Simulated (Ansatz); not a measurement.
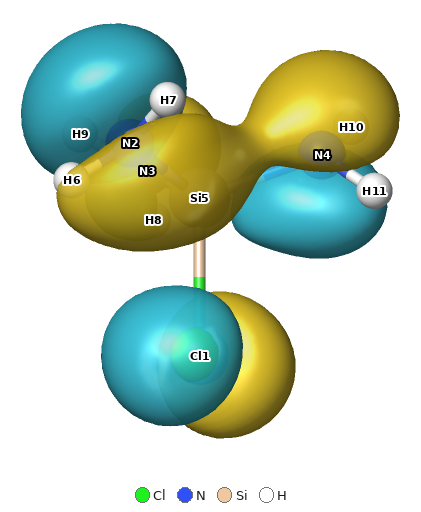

ClH$_{6}$N$_{3}$Si (SMILES N[Si](N)(N)Cl). The HOMO−1 at ±0.08 Å⁻³ᐟ² (yellow and cyan are the two phases), seen from one side.

Geometry: PBE0-D4/def2-SVP.

These are results of isolated molecule in a Gaussian basis; Kohn-Sham density functional theory, functional PBE0 (Ansatz 0.2.0), not measurements.

```yaml
atoms:
  - { symbol: Cl, position_ang: [1.8496, 1.3914, 0.4391] }
  - { symbol: N, position_ang: [-1.2143, 1.1043, -0.0659] }
  - { symbol: N, position_ang: [0.0388, -0.9858, 1.3291] }
  - { symbol: N, position_ang: [0.4663, -0.6846, -1.4301] }
  - { symbol: Si, position_ang: [0.1993, 0.1415, 0.0479] }
  - { symbol: H, position_ang: [-1.3015, 1.9688, 0.4548] }
  - { symbol: H, position_ang: [-1.6587, 1.1667, -0.9743] }
  - { symbol: H, position_ang: [0.8469, -1.3029, 1.8510] }
  - { symbol: H, position_ang: [-0.7802, -0.9008, 1.9197] }
  - { symbol: H, position_ang: [0.5997, -1.6878, -1.3811] }
  - { symbol: H, position_ang: [1.0193, -0.2680, -2.1694] }
```

Where does this orbital lie, and at what energy?

Its weight (Hirshfeld) is mainly on N2 (about 40 %), N4 (about 20 %), Cl1 (about 20 %) and Si5 (about 10 %); largely a combination of lone pairs on N2, N4 and Cl1. It is one of a degenerate set, so its orientation is arbitrary. Its energy is −7.70 eV.
